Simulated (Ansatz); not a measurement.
**H2O (water) at PBE0/6-31G(d) (spherical functions)**

What is the energy change on altering one bond length of H2O (water) at PBE0/6-31G* (spherical functions)? 

Program for the calculation: Ansatz 0.2.0.

67 further runs of the same task are left out: 1 that didn't finish, 66 set aside as unsound or not needed.

## (1) The structure to begin with

H2O has 3 atoms, charge 0, and is taken as a singlet. SMILES: `O`. The shape is that of a PBE0-D4/def2-TZVP optimisation.

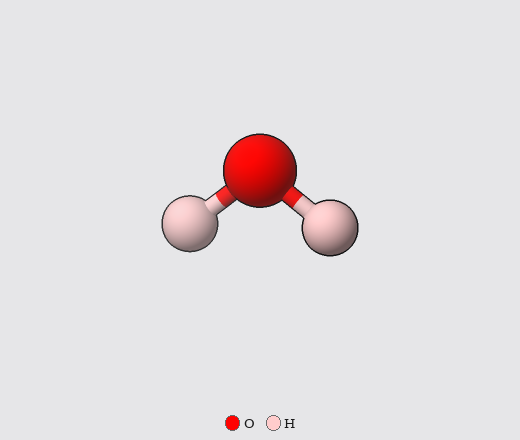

The structure, seen from a chosen angle (oxygen red, hydrogen pink).

## (2) The energy at PBE0/6-31G(d) (spherical functions)

The input, job.yaml:

```yaml
crystal:
  periodic: [false, false, false]
  atoms:
    - symbol: O
      position_ang: [-0.302700, 0.200200, -0.140600]
    - symbol: H
      position_ang: [0.466500, 0.548400, 0.315300]
    - symbol: H
      position_ang: [-0.163800, -0.748600, -0.174700]
basis:
  gaussian:
    orbitals: 6-31G_st_-spherical.json
hamiltonian:
  xc: pbe0
accuracy: high
```

The basis set 6-31G* is read from a file made from the Basis Set Exchange's data (not shown).

Command:

```sh
$ ansatz run job.yaml --threads 1 --pin off --max-ram 2610MiB --events-out events.jsonl --progress --plain --runs-dir runs
```

Standard output:

```text
Warning: RAYON_NUM_THREADS=1 ignored (pool sized by the plan → 1); use --threads N
Functional definition: PBE0
  name "PBE0"
  parameter a = 0.25
  parameter kappa = 0.804
  parameter beta = 0.06672455060314922
  exchange = (1 - a)*pbe_x(kappa = kappa, mu = beta*pi^2/3) + a*exact_x
  correlation = pbe_c(beta = beta)
301 factors; integrals over basis functions are off by at most 3.8e-9 eV
mean field evaluation 1: about -2073.7032 eV, gradient 4.3e1 eV
mean field evaluation 2: about -2071.5500 eV, gradient 5.6e1 eV
mean field evaluation 4: about -2076.8787 eV, gradient 7.2e-1 eV
mean field evaluation 8: about -2076.8780 eV, gradient 5.0e-4 eV
mean field evaluation 16: about -2076.8780 eV, gradient 1.3e-8 eV
mean field -2076.87804995 eV, -76.3238605772 hartree, gradient 1.3e-8 eV, S^2 0.000000; 0 other end points of the search recorded, 0 dependent functions left out
reference -2076.87805093 eV, -76.3238606131 hartree; 5, 5 occupied and 13, 13 virtual orbitals, 301 factors
Total energy: -2076.87805093 eV, -76.3238606131 hartree
```

Run time: 0.6 s. Hardware: 1 thread of Arm Neoverse N1, shared host.

## (3) The distorted shape at the same level

The input, molecule.yaml:

```yaml
crystal:
  periodic: [false, false, false]
  atoms:
    - {symbol: O, position_ang: [-0.337425, 0.437401, -0.132075]}
    - {symbol: H, position_ang: [0.431775, 0.785601, 0.323825]}
    - {symbol: H, position_ang: [-0.163800, -0.748600, -0.174700]}
basis:
  gaussian:
    orbitals: 6-31G_st_-spherical.json
hamiltonian:
  xc: pbe0
accuracy: high
```

The basis set 6-31G* is read from a file made from the Basis Set Exchange's data (not shown).

Command:

```sh
$ ansatz run molecule.yaml --threads 1 --pin off --max-ram 2610MiB --events-out events.jsonl --progress --plain --runs-dir runs
```

Standard output (excerpt; [...] marks lines left out):

```text
Warning: RAYON_NUM_THREADS=1 ignored (pool sized by the plan → 1); use --threads N
[... 7 set-up lines as earlier in the session ...]
303 factors; integrals over basis functions are off by at most 4.6e-9 eV
mean field evaluation 1: about -2072.5053 eV, gradient 4.3e1 eV
mean field evaluation 2: about -2067.8691 eV, gradient 6.5e1 eV
mean field evaluation 4: about -2076.0028 eV, gradient 3.1e-1 eV
mean field evaluation 8: about -2076.0015 eV, gradient 8.0e-4 eV
mean field evaluation 16: about -2076.0015 eV, gradient 6.3e-9 eV
mean field -2076.00148549 eV, -76.2916474276 hartree, gradient 6.3e-9 eV, S^2 0.000000; 0 other end points of the search recorded, 0 dependent functions left out
reference -2076.00148647 eV, -76.2916474632 hartree; 5, 5 occupied and 13, 13 virtual orbitals, 303 factors
Total energy: -2076.00148647 eV, -76.2916474632 hartree
```

Run time: 0.6 s. Hardware: 1 thread of Arm Neoverse N1, shared host.

## (4) Summary of results

At PBE0/6-31G* (spherical functions):

| quantity | value |
| --- | --- |
| first shape: total energy | -76.32386 Eh |
| distorted shape: total energy | -76.29165 Eh |
| energy change with the O1–H3 bond stretched from 0.960 to 1.199 Å | 0.877 eV |

With the O1–H3 bond stretched from 0.960 to 1.199 Å the energy rises by 0.88 eV (84.6 kJ/mol). The first shape isn't relaxed at this level, so the change isn't measured from a minimum.
